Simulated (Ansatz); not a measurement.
## How Y(0001) screens a field

Where does the screening charge of Y(0001) sit?

Program: Ansatz 0.2.0. Level of theory: plane-wave DFT, PBE, Ansatz PAW. Results are calculated unless marked as measured.

### Step 1. Starting point

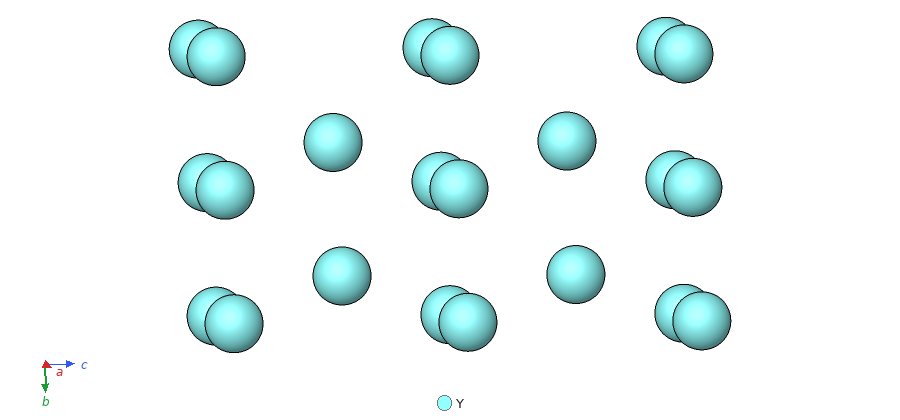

The cell as given, from the side, with the c axis across the page (yttrium teal). 1×2×1 cells are drawn. Some periodic images of atoms are drawn too.

The cell holds 5 atoms: 5 Y. Its edges and angles: a = 3.650 Å, b = 3.650 Å, c = 29.468 Å, α = 90.0°, β = 90.0°, γ = 60.0°. Vacuum lies along c.

As a file:

```
Y
1.0
     3.65000    0.00000    0.00000
     1.82500    3.16099    0.00000
     0.00000    0.00000   29.46830
Y
5
Direct
  0.00000 0.00000 0.30541
  0.66667 0.66667 0.40271
  0.00000 0.00000 0.50000
  0.66667 0.66667 0.59729
  0.00000 0.00000 0.69459
```

### Step 2. Single point, field 0

A sawtooth potential applies the field, turning back in the middle of the vacuum. With the dipole correction the typed value is the field outside the slab. The induced dipole is small, so the SCF threshold is tight.

The input, input.yaml:

```yaml
crystal:
  lattice:
    - [3.65, 0.0, 0.0]
    - [1.825, 3.1609927238, 0.0]
    - [0.0, 0.0, 29.4683]
  atoms:
    - { symbol: "Y", position: [0.0, 0.0, 0.3054129353] }
    - { symbol: "Y", position: [0.6666666667, 0.6666666667, 0.4027064676] }
    - { symbol: "Y", position: [0.0, 0.0, 0.5] }
    - { symbol: "Y", position: [0.6666666667, 0.6666666667, 0.5972935324] }
    - { symbol: "Y", position: [0.0, 0.0, 0.6945870647] }
kpoints:
  mp_grid: { grid: [18, 18, 1] }
hamiltonian:
  xc: pbe
scf:
  occupations: { method: fermi_dirac, width: 0.1 }
  convergence: { dr2_threshold: 1.0e-10 }
efield:
  axis: 3
  dipole_correction: true
  ramp_position: 0.97
  ramp_width: 0.06
  amplitude: 0
output:
  forces: true
  write_potential: true
  write_density: true
  volumetric_format: npy
```

Command:

```
> ansatz run input.yaml --threads 2 --pin off --max-ram 3072MiB --backend cpu --events-out ev --progress --plain --runs-dir out
```

Numbers of over 12 decimals in the logs are rounded to 6 here.

The program printed:

```text
Engine: ansatz 0.2.0, aarch64-unknown-linux-gnu
Pseudopotentials: kind: paw
Pseudopotential: Y, paw, valence charge 11, recommended cutoff 420 eV (normal), Y.paw.azcp
Functional definition: PBE
  parameter kappa = 0.804
  parameter beta = 0.066725
  exchange = pbe_x(kappa = kappa, mu = beta*pi^2/3)
  correlation = pbe_c(beta = beta)
Crystal: 5 atoms, lattice volume = 339.994 Å³
Basis set: ecut = 420 eV, 6519 PW (Γ), exchange–correlation on 50×50×400 points (8 copies of the dense FFT grid, shifted against one another)
Bands: 33, of which v1, the nominal top of the filled ones, is band 28 counted from 1 (27 counted from 0)
Symmetry: 6 space group operations
k-points: 37 of 324 (time reversal used)
Non-local potential: Y, projectors of the file, l = 0: 3, l = 1: 2, l = 2: 2, l = 3: 1
PAW form: soft (Blöchl's): semilocal exchange-correlation on the pseudo side does not see the compensation charge
PAW one-centre angular grid: Y, 590 points (default); XC on 64 Gauss nodes
Initial density: superposition of atomic densities (neutral atoms: chi_scale 0, normalization atom), corrected by the library's trained network
Initial wavefunctions: pseudopotential atomic-orbital guess
Functional: x = pbe(κ = 0.804, μ = 0.219515), c = pbe(β = 0.066725)
SCF iter   1: F=—  HF=-19242.079145 eV  |F-HF|=—  |Δ(HF+E_count)|=         —  Δρ=2.77e-3  dr2=8.16e-1  ethr=1.77e-3  p=0.000 e·Å  D=9.64e-14 V/Å  ΔV_dip=-0.00 eV  dr2_dipole=3.22e-5  V_vac-E_F(+/−)=2.98/2.98 eV  ⟨swp⟩=7.5  Hψ=11717  notcnv=0
efield: sawtooth ramp at fractional position 0.9700 (set: `efield.ramp_position`, or a place that a band, a saddle search or an elastic batch's reference lends), width 0.0600; the density the first Hamiltonian is built on has a dipole p = 0.000 e·Å; the dipole correction subtracts the counter field D = 9.64e-14 V/Å, which shifts the + side's vacuum level by -0.00 eV against the − side's; the planar-averaged density in the ramp window peaks in size at 3.4e-5 e/Å³
automatic band count: the SCF goes on with 38 bands, as 33 were too few: the levels above may hold too much charge
preconditioner: auto → LDOS  [metal: Δε(μ)=0.002 eV  Ē_g=2.360 eV  σ=0.100 eV  W_gap=0.00  n_scr=36 (ndim 8)  ℏωp=7.8 eV  f_vac=0.446  D(μ)=12.13/eV (n_scr^D=112)  β→1.0]
SCF iter   2: F=—  HF=-19242.065903 eV  |F-HF|=—  |Δ(HF+E_count)|=   1.32e-2  Δρ=9.32e-4  dr2=1.07e-2  ethr=1.48e-3  p=0.000 e·Å  D=1.70e-5 V/Å  ΔV_dip=-0.00 eV  dr2_dipole=1.80e-5  V_vac-E_F(+/−)=3.25/3.25 eV  ⟨swp⟩=1.1  Hψ=1704  notcnv=0
SCF iter   3: F=—  HF=-19242.066067 eV  |F-HF|=—  |Δ(HF+E_count)|=   1.64e-4  Δρ=5.43e-4  dr2=7.44e-3  ethr=1.94e-5  p=-0.000 e·Å  D=-9.02e-6 V/Å  ΔV_dip=0.00 eV  dr2_dipole=8.74e-8  V_vac-E_F(+/−)=3.30/3.30 eV  ⟨swp⟩=2.0  Hψ=2265  notcnv=0
SCF iter   4: F=—  HF=-19242.065588 eV  |F-HF|=—  |Δ(HF+E_count)|=   4.79e-4  Δρ=1.51e-4  dr2=2.32e-4  ethr=1.35e-5  p=-0.000 e·Å  D=-7.69e-6 V/Å  ΔV_dip=0.00 eV  dr2_dipole=3.85e-9  V_vac-E_F(+/−)=3.33/3.33 eV  ⟨swp⟩=2.2  Hψ=1962  notcnv=0
SCF iter   5: F=—  HF=-19242.065601 eV  |F-HF|=—  |Δ(HF+E_count)|=   1.29e-5  Δρ=4.95e-5  dr2=3.42e-5  ethr=4.21e-7  p=-0.000 e·Å  D=-3.16e-6 V/Å  ΔV_dip=0.00 eV  dr2_dipole=6.98e-9  V_vac-E_F(+/−)=3.36/3.36 eV  ⟨swp⟩=2.0  Hψ=2270  notcnv=0
SCF iter   6: F=—  HF=-19242.065595 eV  |F-HF|=—  |Δ(HF+E_count)|=   6.46e-6  Δρ=2.14e-5  dr2=7.83e-6  ethr=6.22e-8  p=-0.000 e·Å  D=-2.21e-6 V/Å  ΔV_dip=0.00 eV  dr2_dipole=3.39e-9  V_vac-E_F(+/−)=3.37/3.37 eV  ⟨swp⟩=2.9  Hψ=2396  notcnv=0
SCF iter   7: F=—  HF=-19242.065596 eV  |F-HF|=—  |Δ(HF+E_count)|=   1.45e-6  Δρ=7.31e-6  dr2=8.09e-7  ethr=1.42e-8  p=-0.000 e·Å  D=-6.77e-7 V/Å  ΔV_dip=0.00 eV  dr2_dipole=4.62e-10  V_vac-E_F(+/−)=3.37/3.37 eV  ⟨swp⟩=2.6  Hψ=2044  notcnv=0
SCF iter   8: F=—  HF=-19242.065526 eV  |F-HF|=—  |Δ(HF+E_count)|=   6.98e-5  Δρ=2.77e-6  dr2=8.30e-8  ethr=1.47e-9  p=-0.000 e·Å  D=-2.45e-7 V/Å  ΔV_dip=0.00 eV  dr2_dipole=2.81e-11  V_vac-E_F(+/−)=3.37/3.37 eV  ⟨swp⟩=2.4  Hψ=2330  notcnv=0
SCF iter   9: F=—  HF=-19242.065526 eV  |F-HF|=—  |Δ(HF+E_count)|=   3.38e-9  Δρ=8.89e-7  dr2=1.24e-8  ethr=1.51e-10  p=-0.000 e·Å  D=-1.05e-7 V/Å  ΔV_dip=0.00 eV  dr2_dipole=1.04e-11  V_vac-E_F(+/−)=3.37/3.37 eV  ⟨swp⟩=2.0  Hψ=2308  notcnv=0
SCF iter  10: F=—  HF=-19242.065526 eV  |F-HF|=—  |Δ(HF+E_count)|=   1.35e-9  Δρ=3.86e-7  dr2=1.35e-9  ethr=2.25e-11  p=-0.000 e·Å  D=-3.87e-8 V/Å  ΔV_dip=0.00 eV  dr2_dipole=1.71e-13  V_vac-E_F(+/−)=3.37/3.37 eV  ⟨swp⟩=1.6  Hψ=1449  notcnv=0
SCF iter  11: F=—  HF=-19242.065526 eV  |F-HF|=—  |Δ(HF+E_count)|=  1.20e-10  Δρ=1.09e-7  dr2=2.01e-10  ethr=2.46e-12  p=0.000 e·Å  D=8.42e-9 V/Å  ΔV_dip=-0.00 eV  dr2_dipole=2.71e-13  V_vac-E_F(+/−)=3.37/3.37 eV  ⟨swp⟩=2.4  Hψ=1821  notcnv=0
SCF iter  12: F=-19242.065526 eV  HF=-19242.065526 eV  |F-HF|=3.64e-11  |Δ(HF+E_count)|=  4.73e-11  Δρ=2.52e-8  dr2=5.33e-12  ethr=1.00e-12  p=-0.000 e·Å  D=-1.30e-9 V/Å  ΔV_dip=0.00 eV  dr2_dipole=2.32e-15  V_vac-E_F(+/−)=3.37/3.37 eV  ⟨swp⟩=7.8  Hψ=6483  notcnv=0
SCF 1 converged in 12 iterations: F = -19242.065526 eV  dr2 = 5.33e-12
  greatest PAW one-centre occupation: 0.994 electrons in one spin orbital (limit 2), on the Y atom at site 2 (counted from 0), in its partial waves of l = 0
WARN: The output density's exchange-correlation potential varies sharply where the density is thin. Do not read a vacuum level from v_tot or v_xc, or from such a field of the output density. On a cell that repeats whose density bears no net charge and no dipole along the vacuum's axis use v_es (v_loc + v_h of the components); under efield.dipole_correction with no amplitude use v_es + v_field, which holds any externa [...]
SCF converged after 12 iterations
Free energy (F): -19242.065526 eV
Harris-Foulkes:  -19242.065526 eV  (|F-HF|=3.64e-11)
Internal energy: -19241.698180 eV  (E = F + TS)
E sigma→0 (E₀):  -19241.881853 eV
Entropy (-TS):   -0.367346 eV (-73.469 meV/atom)
Fermi energy:    2.905340 eV
Dipole field:    D = 0.000000 V/Å  (p = 0.000000 e·Å, saw-weighted, corrected)
Work function:   Φ+ = 3.3702 eV   Φ− = 3.3702 eV
Levels:          The Fermi level and band energies are counted from a zero that moves with the ramp; work functions are not
--- Per-component energies (eV) ---
  E_band       = -969.508707
  E_kinetic    = 1518.849888
  E_local      = -34622.809499  (includes V_loc(G=0)·N_el)
  E_nonlocal   = 250.852735
  E_hartree    = 16569.460984
  E_xc         = -861.964548
  E_vxc        = -989.017348  (∫ρ·V_xc dr)
  E_paw        = -14126.726974  (= ΣΔE_a)
  E_vpaw       = -266.306336  (= ΣTr[D̂ρ^β])
  E_aug_tail   = 0.000017  (compensation charges beyond the density's cutoff)
  E_efield     = 0.000000  (sawtooth field / dipole correction)
  E_vefield    = 0.000000  (∫n·V_field dr)
  E_ewald      = 12030.639218
  E_smearing   = -0.367346  (= −TS)
  E_closure    = -0.000000  (closes the sum)
  Σ components = -19242.065526   (vs F -19242.065526, Δ=0.00e0)
--- Forces (eV/Å), atoms counted from 1 ---
  atom   1  Y     -0.00000000    -0.00000000     0.17679419
  atom   2  Y     -0.00000000     0.00000000    -0.17820443
  atom   3  Y      0.00000000    -0.00000000    -0.00000078
  atom   4  Y     -0.00000000     0.00000000     0.17820598
  atom   5  Y      0.00000000    -0.00000000    -0.17679503
  max |Σ_I F_I| component: 5.74e-8 eV/Å
--- Band table (eV; the first three rows and the last of 37) ---
  k-point 0: bands = [... 24 lower, 0.9114, 3.0840, 3.0877, 3.6509, 3.7204, 4.2252, 4.4646, 4.4646, ... 6 higher]
  k-point 1: bands = [... 24 lower, 0.9736, 3.0913, 3.0914, 3.5850, 3.6804, 4.2039, 4.3848, 4.3872, ... 6 higher]
  k-point 2: bands = [... 24 lower, 1.1528, 3.0825, 3.1013, 3.4091, 3.5865, 4.1131, 4.1162, 4.2142, ... 6 higher]
  k-point 36: bands = [... 24 lower, 2.3889, 2.4893, 2.4938, 2.7963, 2.8980, 3.1945, 3.3711, 3.4098, ... 6 higher]
```

Run time: 35 s. Hardware: 2 threads of Arm Neoverse V1, shared host; peak memory 0.7 GiB.

Numbers from this step:

```
energy at zero smearing   : -19241.8819 eV
work function, upper face : 3.370 eV
dipole along the normal   : 9.08e-8 e·Å
```

Running mean over 2.867 Å of the planar mean; the ramp of the sawtooth is left out. Electron's electrostatic potential energy less the Fermi level against z:

```csv
z (Å),electron's electrostatic potential energy less the Fermi level (eV)
4,3.36
6,3.02
8,-4.08
10,-5.58
12,-5.47
14,-5.55
16,-5.54
18,-5.44
20,-5.74
22,-1.23
24,3.25
26,3.37
```

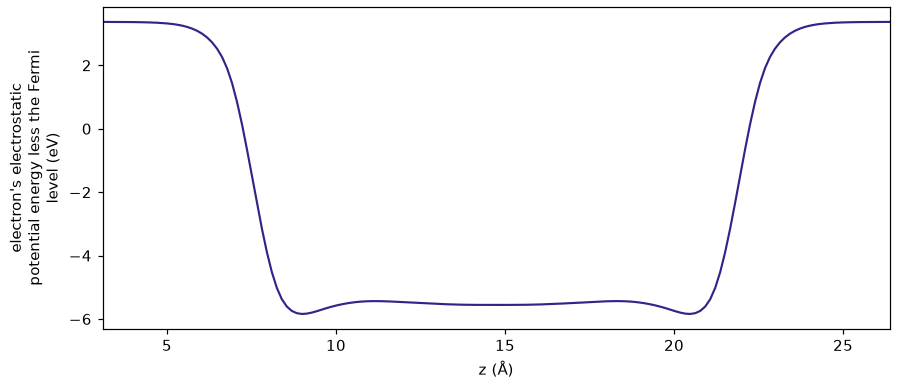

Electron's electrostatic potential energy less the Fermi level against z.

Force by atom:

```
atom  x (eV/Å)  y (eV/Å)  z (eV/Å)   size
  Y1     0.000     0.000     0.177  0.177
  Y2     0.000     0.000    -0.178  0.178
  Y3     0.000     0.000     0.000  0.000
  Y4     0.000     0.000     0.178  0.178
  Y5     0.000     0.000    -0.177  0.177
```

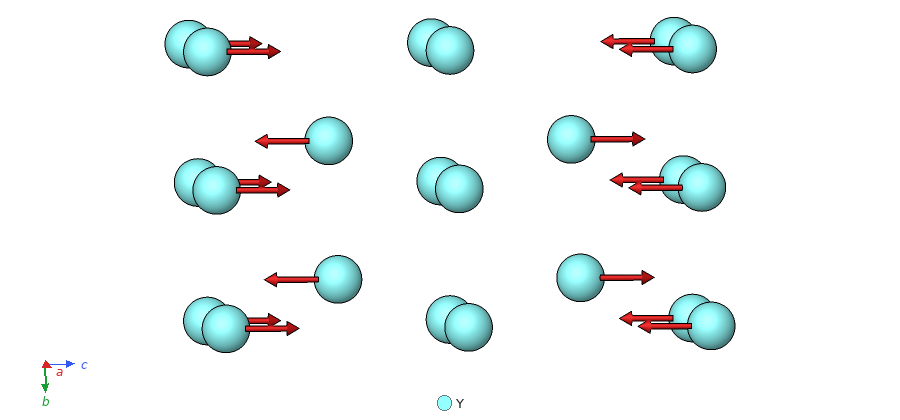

Force as arrows, the longest 0.178 eV/Å. 1×2×1 cells are drawn. Some periodic images of atoms are drawn too.

The work function of the upper face is 3.37 eV.

### Step 3. Atoms held, field 0.05 V/Å

input.yaml: that of step 2 with these lines changed.

```diff
@@ -23,3 +23,3 @@
   ramp_width: 0.06
-  amplitude: 0
+  amplitude: 0.05
 output:
```

The program printed:

```text
[...]
Crystal: 5 atoms, lattice volume = 339.994 Å³
Basis set: ecut = 420 eV, 6519 PW (Γ), exchange–correlation on 50×50×400 points (8 copies of the dense FFT grid, shifted against one another)
Bands: 33, of which v1, the nominal top of the filled ones, is band 28 counted from 1 (27 counted from 0)
Symmetry: 6 space group operations
k-points: 37 of 324 (time reversal used)
[...]
k-point 0: bands = [... 24 lower, 0.9110, 3.0723, 3.0985, 3.6504, 3.7199, 4.2247, 4.4640, 4.4640, ... 6 higher]
  k-point 1: bands = [... 24 lower, 0.9732, 3.0787, 3.1032, 3.5845, 3.6800, 4.2034, 4.3840, 4.3871, ... 6 higher]
  k-point 2: bands = [... 24 lower, 1.1524, 3.0778, 3.1051, 3.4087, 3.5860, 4.1124, 4.1159, 4.2137, ... 6 higher]
  k-point 36: bands = [... 24 lower, 2.3884, 2.4888, 2.4934, 2.7959, 2.8976, 3.1940, 3.3707, 3.4090, ... 6 higher]
[key lines of the parts left out:]
SCF converged after 14 iterations
Free energy (F): -19242.066876 eV
Fermi energy:    2.904874 eV
Dipole field:    D = 0.028730 V/Å  (p = 0.053981 e·Å, saw-weighted, corrected)
```

It took 38 s on 2 threads; peak memory 0.69 GiB; 75 s of CPU time.

The dipole is 0.0540 e·Å.

### Step 4. Atoms held, field -0.05 V/Å

input.yaml: that of step 3 with these lines changed.

```diff
@@ -23,3 +23,3 @@
   ramp_width: 0.06
-  amplitude: 0.05
+  amplitude: -0.05
 output:
```

The program printed:

```text
[...]
Crystal: 5 atoms, lattice volume = 339.994 Å³
Basis set: ecut = 420 eV, 6519 PW (Γ), exchange–correlation on 50×50×400 points (8 copies of the dense FFT grid, shifted against one another)
Bands: 33, of which v1, the nominal top of the filled ones, is band 28 counted from 1 (27 counted from 0)
Symmetry: 6 space group operations
k-points: 37 of 324 (time reversal used)
[...]
k-point 0: bands = [... 24 lower, 0.9110, 3.0724, 3.0985, 3.6504, 3.7199, 4.2247, 4.4640, 4.4640, ... 6 higher]
  k-point 1: bands = [... 24 lower, 0.9732, 3.0787, 3.1032, 3.5845, 3.6800, 4.2034, 4.3840, 4.3871, ... 6 higher]
  k-point 2: bands = [... 24 lower, 1.1524, 3.0778, 3.1051, 3.4087, 3.5860, 4.1124, 4.1159, 4.2137, ... 6 higher]
  k-point 36: bands = [... 24 lower, 2.3884, 2.4888, 2.4934, 2.7959, 2.8976, 3.1940, 3.3707, 3.4090, ... 6 higher]
[key lines of the parts left out:]
SCF converged after 14 iterations
Free energy (F): -19242.066876 eV
Fermi energy:    2.904875 eV
Dipole field:    D = -0.028730 V/Å  (p = -0.053982 e·Å, saw-weighted, corrected)
```

The job ended after 38 s (2 threads; peak memory 0.68 GiB; 75 s of CPU time).

The dipole is -0.0540 e·Å.

### Step 5. Atoms held, field 0.1 V/Å

input.yaml: that of step 4 with these lines changed.

```diff
@@ -23,3 +23,3 @@
   ramp_width: 0.06
-  amplitude: -0.05
+  amplitude: 0.1
 output:
```

The program printed:

```text
[...]
Crystal: 5 atoms, lattice volume = 339.994 Å³
Basis set: ecut = 420 eV, 6519 PW (Γ), exchange–correlation on 50×50×400 points (8 copies of the dense FFT grid, shifted against one another)
Bands: 33, of which v1, the nominal top of the filled ones, is band 28 counted from 1 (27 counted from 0)
Symmetry: 6 space group operations
k-points: 37 of 324 (time reversal used)
[...]
k-point 0: bands = [... 24 lower, 0.9096, 3.0582, 3.1102, 3.6490, 3.7185, 4.2233, 4.4624, 4.4624, ... 6 higher]
  k-point 1: bands = [... 24 lower, 0.9718, 3.0651, 3.1142, 3.5831, 3.6786, 4.2020, 4.3817, 4.3865, ... 6 higher]
  k-point 2: bands = [... 24 lower, 1.1510, 3.0682, 3.1121, 3.4073, 3.5847, 4.1104, 4.1151, 4.2123, ... 6 higher]
  k-point 36: bands = [... 24 lower, 2.3870, 2.4874, 2.4920, 2.7945, 2.8962, 3.1927, 3.3694, 3.4068, ... 6 higher]
[key lines of the parts left out:]
SCF converged after 15 iterations
Free energy (F): -19242.070924 eV
Fermi energy:    2.903465 eV
Dipole field:    D = 0.057467 V/Å  (p = 0.107977 e·Å, saw-weighted, corrected)
```

Elapsed: 39 s, on 2 threads; peak memory 0.68 GiB; 77 s of CPU time.

The dipole is 0.108 e·Å.

### Step 6. Atoms held, field -0.1 V/Å

input.yaml: that of step 5 with these lines changed.

```diff
@@ -23,3 +23,3 @@
   ramp_width: 0.06
-  amplitude: 0.1
+  amplitude: -0.1
 output:
```

The program printed:

```text
[...]
Crystal: 5 atoms, lattice volume = 339.994 Å³
Basis set: ecut = 420 eV, 6519 PW (Γ), exchange–correlation on 50×50×400 points (8 copies of the dense FFT grid, shifted against one another)
Bands: 33, of which v1, the nominal top of the filled ones, is band 28 counted from 1 (27 counted from 0)
Symmetry: 6 space group operations
k-points: 37 of 324 (time reversal used)
[...]
k-point 0: bands = [... 24 lower, 0.9096, 3.0582, 3.1102, 3.6490, 3.7185, 4.2233, 4.4624, 4.4624, ... 6 higher]
  k-point 1: bands = [... 24 lower, 0.9718, 3.0651, 3.1142, 3.5831, 3.6786, 4.2020, 4.3817, 4.3865, ... 6 higher]
  k-point 2: bands = [... 24 lower, 1.1510, 3.0682, 3.1121, 3.4073, 3.5847, 4.1104, 4.1151, 4.2123, ... 6 higher]
  k-point 36: bands = [... 24 lower, 2.3870, 2.4874, 2.4920, 2.7945, 2.8962, 3.1927, 3.3694, 3.4068, ... 6 higher]
[key lines of the parts left out:]
SCF converged after 15 iterations
Free energy (F): -19242.070924 eV
Fermi energy:    2.903465 eV
Dipole field:    D = -0.057468 V/Å  (p = -0.107977 e·Å, saw-weighted, corrected)
```

Wall time 39 s (2 threads); peak memory 0.68 GiB; 76 s of CPU time.

The dipole is -0.108 e·Å.

### Step 7. Atoms held, field 0.2 V/Å

input.yaml: that of step 6 with these lines changed.

```diff
@@ -23,3 +23,3 @@
   ramp_width: 0.06
-  amplitude: -0.1
+  amplitude: 0.2
 output:
```

The program printed:

```text
[...]
Crystal: 5 atoms, lattice volume = 339.994 Å³
Basis set: ecut = 420 eV, 6519 PW (Γ), exchange–correlation on 50×50×400 points (8 copies of the dense FFT grid, shifted against one another)
Bands: 33, of which v1, the nominal top of the filled ones, is band 28 counted from 1 (27 counted from 0)
Symmetry: 6 space group operations
k-points: 37 of 324 (time reversal used)
[...]
k-point 0: bands = [... 24 lower, 0.9040, 3.0273, 3.1311, 3.6434, 3.7130, 4.2176, 4.4561, 4.4561, ... 6 higher]
  k-point 1: bands = [... 24 lower, 0.9662, 3.0356, 3.1336, 3.5775, 3.6731, 4.1963, 4.3741, 4.3827, ... 6 higher]
  k-point 2: bands = [... 24 lower, 1.1454, 3.0442, 3.1256, 3.4017, 3.5794, 4.1032, 4.1108, 4.2064, ... 6 higher]
  k-point 36: bands = [... 24 lower, 2.3814, 2.4817, 2.4865, 2.7889, 2.8907, 3.1871, 3.3641, 3.3993, ... 6 higher]
[key lines of the parts left out:]
SCF converged after 15 iterations
Free energy (F): -19242.087124 eV
Fermi energy:    2.897814 eV
Dipole field:    D = 0.114994 V/Å  (p = 0.216065 e·Å, saw-weighted, corrected)
```

Wall time 41 s (2 threads); peak memory 0.69 GiB; 81 s of CPU time.

The dipole is 0.216 e·Å.

### Step 8. Atoms held, field -0.2 V/Å

input.yaml: that of step 7 with these lines changed.

```diff
@@ -23,3 +23,3 @@
   ramp_width: 0.06
-  amplitude: 0.2
+  amplitude: -0.2
 output:
```

The program printed:

```text
[...]
Crystal: 5 atoms, lattice volume = 339.994 Å³
Basis set: ecut = 420 eV, 6519 PW (Γ), exchange–correlation on 50×50×400 points (8 copies of the dense FFT grid, shifted against one another)
Bands: 33, of which v1, the nominal top of the filled ones, is band 28 counted from 1 (27 counted from 0)
Symmetry: 6 space group operations
k-points: 37 of 324 (time reversal used)
[...]
k-point 0: bands = [... 24 lower, 0.9040, 3.0273, 3.1311, 3.6434, 3.7130, 4.2176, 4.4561, 4.4561, ... 6 higher]
  k-point 1: bands = [... 24 lower, 0.9662, 3.0356, 3.1336, 3.5775, 3.6731, 4.1963, 4.3741, 4.3827, ... 6 higher]
  k-point 2: bands = [... 24 lower, 1.1454, 3.0442, 3.1256, 3.4017, 3.5794, 4.1032, 4.1108, 4.2064, ... 6 higher]
  k-point 36: bands = [... 24 lower, 2.3814, 2.4817, 2.4865, 2.7889, 2.8907, 3.1871, 3.3641, 3.3993, ... 6 higher]
[key lines of the parts left out:]
SCF converged after 15 iterations
Free energy (F): -19242.087124 eV
Fermi energy:    2.897814 eV
Dipole field:    D = -0.114994 V/Å  (p = -0.216065 e·Å, saw-weighted, corrected)
```

Run time: 40 s. Hardware: 2 threads; peak memory 0.69 GiB.

The dipole is -0.216 e·Å.

[end of part 1 of 2]

[Logs are printed without paths, hosts, clocks, repeated set-up lines and the standing remarks that a program may print on its own settings, such as how far it seeks lower states.]

[Hosts, paths, dates, database ids (printed as entryN), source tags and the programs' standing remarks are cut or masked in the printed files.]

[Maps of the electrostatic potential energy from Ansatz leave out the sawtooth potential of an applied field or a dipole correction, so their vacuum need not be flat; planar profiles and work functions include it.]
